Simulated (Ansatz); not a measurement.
H6Si2···AsH3

Input

```
crystal:
  periodic: [false, false, false]
  atoms:
    - {symbol: Si, position_ang: [-0.603540, 0.315002, 0.300807]}
    - {symbol: H, position_ang: [0.878321, 0.326075, 0.156918]}
    - {symbol: H, position_ang: [-1.200686, -0.160962, -0.975195]}
    - {symbol: H, position_ang: [-0.971278, -0.627889, 1.389516]}
    - {symbol: Si, position_ang: [-1.367604, 2.469903, 0.797636]}
    - {symbol: H, position_ang: [2.676440, -2.373947, -0.111717]}
    - {symbol: As, position_ang: [1.398352, -2.792834, -0.822312]}
    - {symbol: H, position_ang: [-0.768054, 2.951058, 2.071570]}
    - {symbol: H, position_ang: [-2.848854, 2.475088, 0.938509]}
    - {symbol: H, position_ang: [-0.991179, 3.413304, -0.289736]}
    - {symbol: H, position_ang: [1.740061, -1.960787, -2.049138]}
    - {symbol: H, position_ang: [2.058123, -4.034108, -1.406757]}
basis:
  gaussian: {orbitals: def2-TZVPP}
hamiltonian: {xc: pbe0, dispersion: d4}
output: {orbitals: {seedname: orbitals}}
```

Command:

```sh
ansatz run in.yaml --threads 8 --pin off --events-out ev --progress --plain --max-ram 19148MiB
```

The reactant side of a reaction path; geometry: PBE0-D4/def2-TZVP.

Computed with RKS PBE0-D4/def2-TZVPP (Ansatz 0.2.0).

> What will maps of the electron density and electron localisation function show?

Si1···As7 (3.86 Å): the density falls to about 0.04 e/Å³ on the way; the ELF dips to about 0 between them; a weak contact between the two molecules.
As–H (1.52 Å): ρ at the midpoint is about 1.1 e/Å³; the ELF climbs to about 1 towards the hydrogen, as it does in any bond to H.

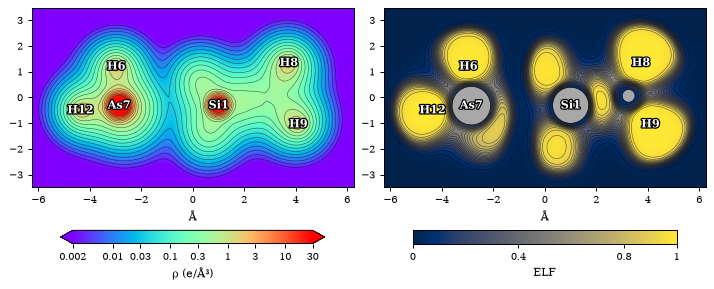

Computed electron density and electron localisation function on the plane of atoms H6, As7 and H12, in this order. Grey discs cover the atomic cores in the ELF map. 
